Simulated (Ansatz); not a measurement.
## Electronic structure of CH8OSi2 in real space

Input

```
crystal:
  periodic: [false, false, false]
  atoms:
    - {symbol: C, position_ang: [-0.523696, 1.795241, 0.338077]}
    - {symbol: Si, position_ang: [-0.297570, 0.383219, -0.878053]}
    - {symbol: Si, position_ang: [0.930308, -1.388858, 0.049766]}
    - {symbol: O, position_ang: [0.172757, -2.044846, 1.371249]}
    - {symbol: H, position_ang: [0.442889, 2.216006, 0.623538]}
    - {symbol: H, position_ang: [-1.019760, 1.445030, 1.245936]}
    - {symbol: H, position_ang: [-1.129146, 2.593311, -0.096814]}
    - {symbol: H, position_ang: [0.399154, 0.859903, -2.108384]}
    - {symbol: H, position_ang: [-1.631786, -0.137900, -1.302542]}
    - {symbol: H, position_ang: [1.180159, -2.427192, -0.994520]}
    - {symbol: H, position_ang: [2.244696, -0.915463, 0.556809]}
    - {symbol: H, position_ang: [-0.691106, -2.433749, 1.228939]}
basis:
  gaussian: {orbitals: def2-TZVPP}
hamiltonian: {xc: pbe0, dispersion: d4}
output: {orbitals: {seedname: orbitals}}
```

Command:

```sh
ansatz run in.yaml --threads 4 --pin off --events-out ev --progress --plain --max-ram 10444MiB
```

Geometry: PBE0-D4/def2-TZVP.

The calculation used RKS PBE0-D4/def2-TZVPP in Ansatz.

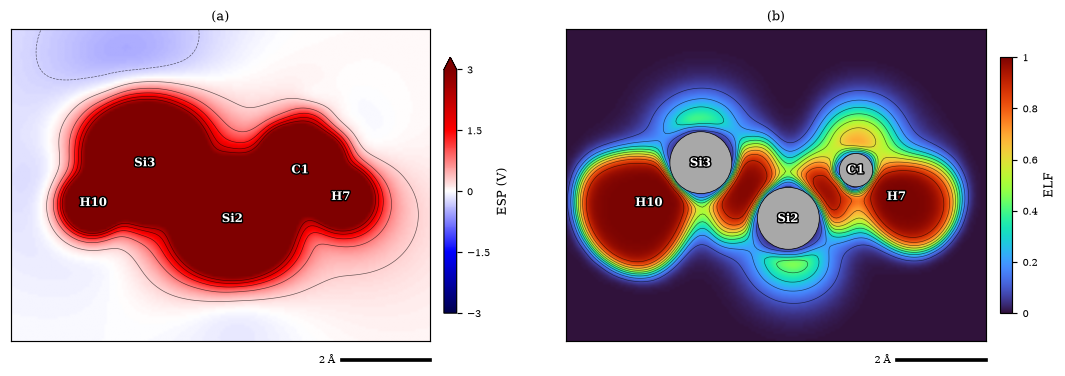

Figure 1. (a) electrostatic potential; (b) ELF on the plane of atoms Si2, C1 and H7. Grey discs cover the atomic cores in the ELF map.

What do the fields say about this system?

- Atoms in the plane: C, Si and H.
- C–Si (1.88 Å): the ELF peaks at about 0.95 between the atoms (a covalent bond).
- Si–Si (2.35 Å): the ELF peaks at about 1 between the atoms: a covalent bond.
- C–H (1.09 Å): the ELF climbs to about 1 towards the hydrogen, as it does in any bond to H; an ordinary covalent bond to hydrogen.
- Si–H (1.49 Å): the ELF climbs to about 1 towards the hydrogen.
- Outside the dense part of the molecule the potential is most negative (−0.5 V) near H11, which lies off the plane.

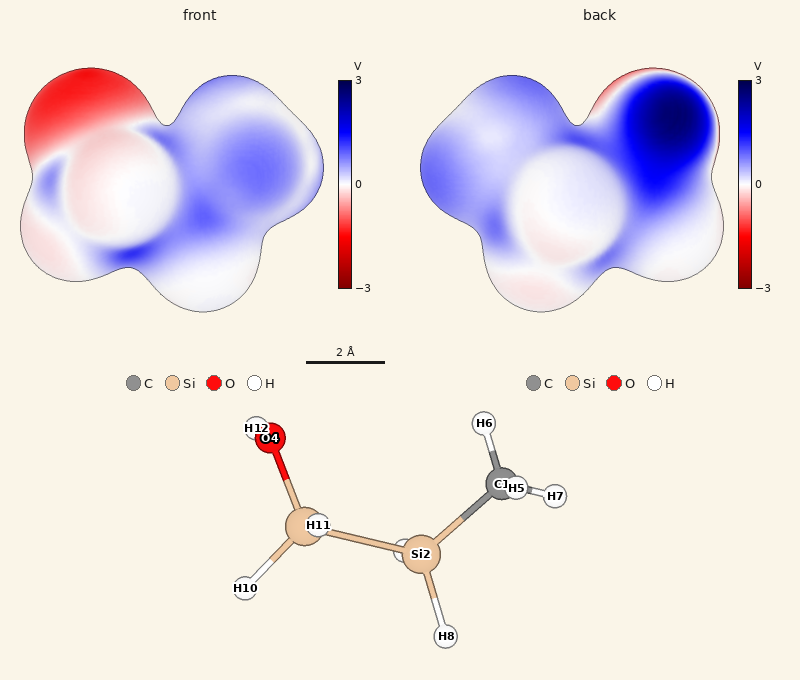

Figure 2. The electrostatic potential painted on the density surface at 0.002 e/bohr³, seen from the front and from behind; the colour scale runs from red (negative) to blue (positive). The bare structure is drawn below in the same view.

Which sites attract a positive test charge, and which a negative one?

A positive charge is drawn to the negative regions and a negative charge to the positive ones. The most negative region (about −1.3 V, or −30 kcal/mol for a unit charge) lies over O4, the most positive (about +2.7 V, or +62 kcal/mol for a unit charge) over H12. O4 is the likeliest acceptor of a hydrogen bond.

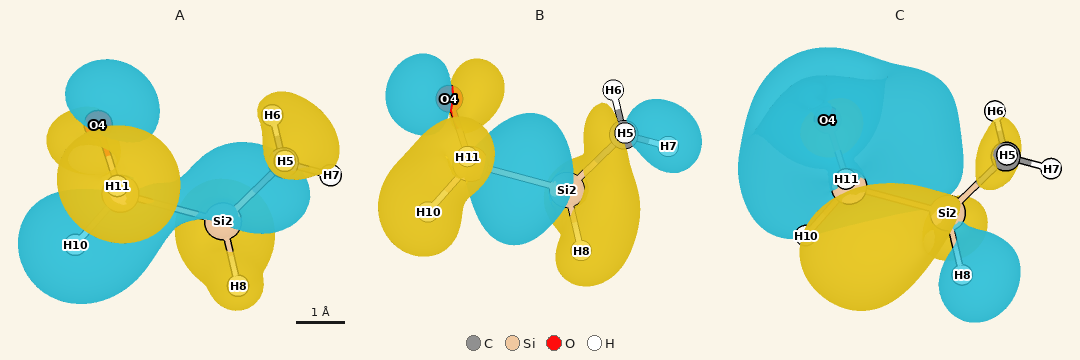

Figure 3. Three frontier orbitals at ±0.06 Å⁻³ᐟ² (yellow and cyan are the two phases), in no order.

Which picture is the HOMO−1, the HOMO and the LUMO?

A is the HOMO−1 (−8.96 eV). By Hirshfeld shares it lies mainly on Si3 (about 20 %), O4 (about 15 %), H10 (about 15 %), H11 (about 15 %), Si2 (about 10 %) and C1 (about 10 %). B is the HOMO (−7.55 eV). By Hirshfeld shares it lies mainly on Si2 (about 30 %), Si3 (about 30 %), O4 (about 15 %) and H10 (about 5 %). C is the LUMO (−0.32 eV). Its weight (Hirshfeld) is mainly on Si3 (about 40 %), Si2 (about 20 %), H12 (about 10 %) and O4 (about 10 %).

What is the HOMO–LUMO gap?

7.23 eV between the orbital energies.

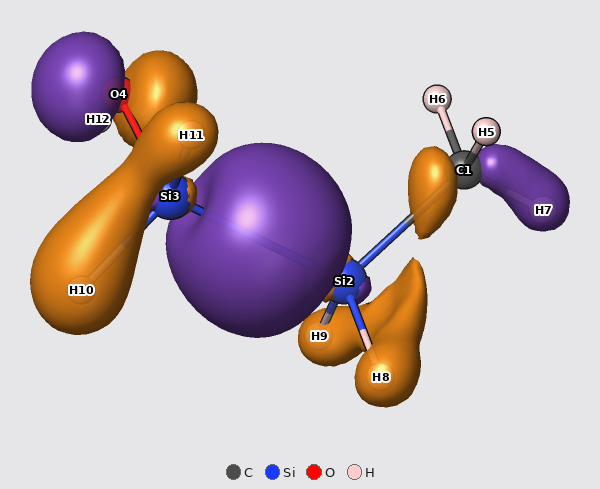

Figure 4. The HOMO at ±0.15 Å⁻³ᐟ² (orange and purple are the two phases), seen at a tilt.

What is the character of this orbital?

By Hirshfeld shares it lies mainly on Si2 (about 30 %), Si3 (about 30 %), O4 (about 15 %) and H10 (about 5 %). Its energy is −7.55 eV.
